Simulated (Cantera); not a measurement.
Charge: 1 mol Si, 3.6 mol HF, 5 mol N2, at 1.00 bar.

Cantera equilibrium calculation (NASA polynomials, part measured and part estimated; ideal gas, pure solids and liquids). Candidate condensed phases: Si, Si3N4; 37 gas species. N2 is the only nitrogen source here; it is nearly inert below about 1500 K, so the nitride shown seldom forms there in practice. The tables' values for SiF3 are old estimates; treat these amounts as uncertain. Equilibrium is a limit: real reactors are often held back by kinetics, nucleation or transport.

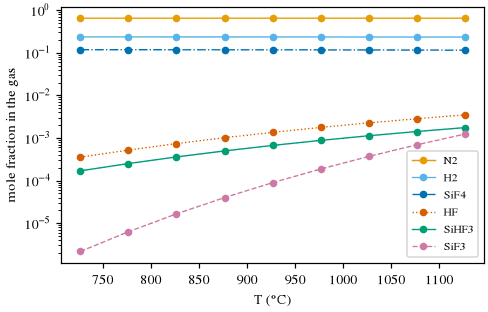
Fig. 1. Equilibrium gas composition (values under 1e-9 drawn at 1e-9)

Task: Read off the mole fractions at 977 °C.

Result: N2 about 0.65, H2 about 0.23, SiF4 about 0.12, HF about 0.0018, SiHF3 about 0.00088, SiF3 about 0.00019.
